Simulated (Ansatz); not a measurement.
SnHCl₃: several calculations on one system

Part 1: Relaxation

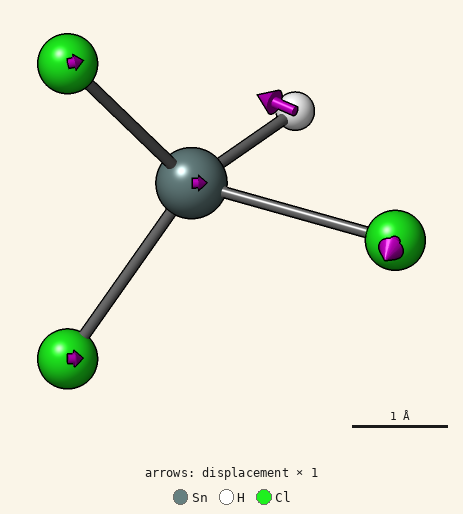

This is a relaxation of SnHCl₃. The starting structure is drawn; purple arrows show the displacements, at their true length. The two geometries are superimposed by the best rigid fit.

A ball-and-stick model, seen from a free direction.

The run prepares an end point of a later path (reaction) calculation, from a guessed geometry.

All numbers below come from RKS PBE-D4/def2-SVPD (Ansatz). (no spin polarisation; force threshold 0.03 eV/Å; at most 50 steps)

> What happened in the run?

After 4 geometry steps the energy has fallen by 0.498 eV. Largest force component: 1 eV/Å at the start, 0.021 eV/Å at the end. The atom that moves furthest after the best rigid fit is the H atom (0.52 Å). By element the largest moves are H 0.52 Å, Cl 0.41 Å, Sn 0.18 Å. Some distances before and after: Cl–Sn 2.392 → 2.360 Å, H–Sn 1.721 → 1.712 Å, Cl–Sn 2.354 → 2.362 Å. Among the angles between lasting bonds that change: H–Sn–Cl 76.8° → 111.0°, H–Sn–Cl 121.5° → 111.1°, Cl–Sn–Cl 113.5° → 107.9°. Cost: 5.6 s on 4 threads of Intel(R) Xeon(R) Platinum 8488C (Sapphire Rapids) (shared host), peak memory 0.2 GiB.

Part 2: Relaxation

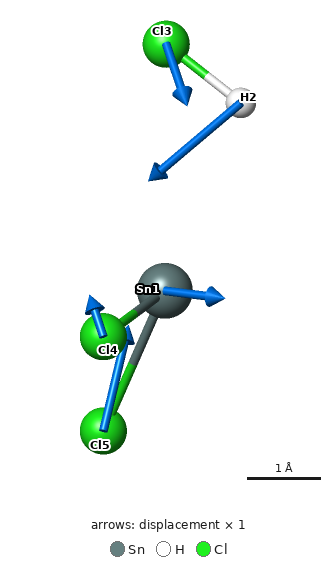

A relaxation of SnHCl₃. The starting structure is drawn; blue arrows show the displacements, at their true length. The two geometries are superimposed by the best rigid fit.

The picture is a ball-and-stick view, seen from a free direction.

The run prepares an end point of a later path (reaction) calculation, from a guessed geometry.

The calculation used Ansatz 0.2.0, RKS PBE-D4/def2-SVPD.

The input:
```yaml
crystal:
  periodic: [false, false, false]
  atoms:
    - { symbol: Sn, position_ang: [-0.497112, 0.0, 0.041931] }
    - { symbol: H, position_ang: [1.757575, 0.0, 1.93687] }
    - { symbol: Cl, position_ang: [2.908931, 0.0, 1.254499] }
    - { symbol: Cl, position_ang: [-1.504047, 1.83749, -1.20555] }
    - { symbol: Cl, position_ang: [-1.504047, -1.83749, -1.20555] }
basis:
  gaussian: { orbitals: def2-SVPD }
hamiltonian:
  xc: pbe
  dispersion: d4
relax:
  f_tol: 0.03
  max_steps: 50
```

Run as
```bash
ansatz run input.yaml --threads 4 --pin off --max-ram 5120MiB --backend cpu --events-out ev --progress --plain --runs-dir out
```

What did the optimiser do to the structure, and how much energy did it gain?

Answer. After 35 accepted moves (42 points after the start) the energy has fallen by 40.8 kJ/mol. The largest force component goes from 0.9 to 0.023 eV/Å. The line search rejected the trial steps at points 2, 10, 21, 26, 31, 38, 40 of the run. The forces were under the threshold at step 15, but the run went on from there. The atom that moves furthest after the best rigid fit is H2 (1.73 Å). By element the largest moves are H 1.73 Å, Cl 1.55 Å, Sn 0.97 Å. Some distances before and after: H2–Cl5 4.888 → 1.994 Å, Sn1–Cl3 3.615 → 2.941 Å, Sn1–Cl5 2.439 → 2.539 Å, H2–Cl3 1.338 → 1.366 Å.

Limits of the set-up: the start holds two separate molecules, 2.9 Å apart at their closest, whose relative position is a soft coordinate.

Part 3: Path

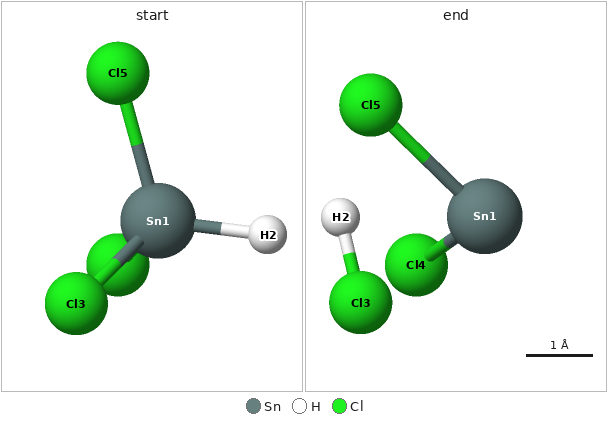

The two relaxed end points of a path for SnHCl3. The picture is a ball-and-stick view, seen from a free direction.

Level of theory: RKS PBE-D4/def2-SVPD (Ansatz).

Set-up: 5 movable images; climbing image; force threshold 0.05 eV/Å; iteration limit 60.

Start:
```xyz
5

Sn    0.2084    0.0000    0.3291
H    -0.0373    0.0000    2.0233
Cl    2.5106    0.0000   -0.1899
Cl   -0.7602    1.9079   -0.6702
Cl   -0.7602   -1.9079   -0.6702
```

End:
```xyz
5

Sn   -0.7115    0.7305    0.9763
H     1.2311   -1.0252    0.2595
Cl    2.1037   -0.0771    0.7120
Cl   -0.8059    1.9761   -1.1048
Cl   -0.6561   -1.6044   -0.0208
```

What barrier does the band find between them, and by what path?

The energy climbs by 1.31 eV to image 2 and then falls by 1.66 eV, so the end point sits at −0.35 eV. A hydrogen atom shifts from one atom to another. Breaking: Sn1–H2 (1.71 → 1.78 at the top → 2.71 Å). Forming: H2–Cl3 (3.37 → 1.94 at the top → 1.37 Å). The band is converged. At the top, the vibrational analysis gives one imaginary mode (899i cm⁻¹), as a transition state must have.

Energies of the converged images:

| image | path (Å) | E (eV) |
| --- | --- | --- |
| 0 | 0.00 | 0.000 |
| 1 | 0.68 | 0.422 |
| 2 | 1.37 | 1.307 |
| 3 | 2.33 | -0.013 |
| 4 | 3.30 | -0.168 |
| 5 | 4.26 | -0.226 |
| 6 | 5.22 | -0.351 |

The geometry at the top of the path:

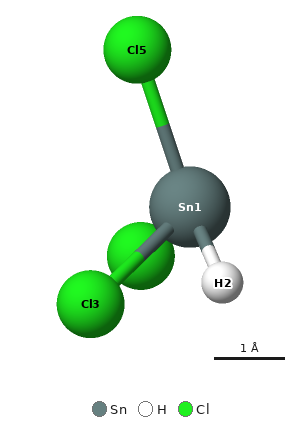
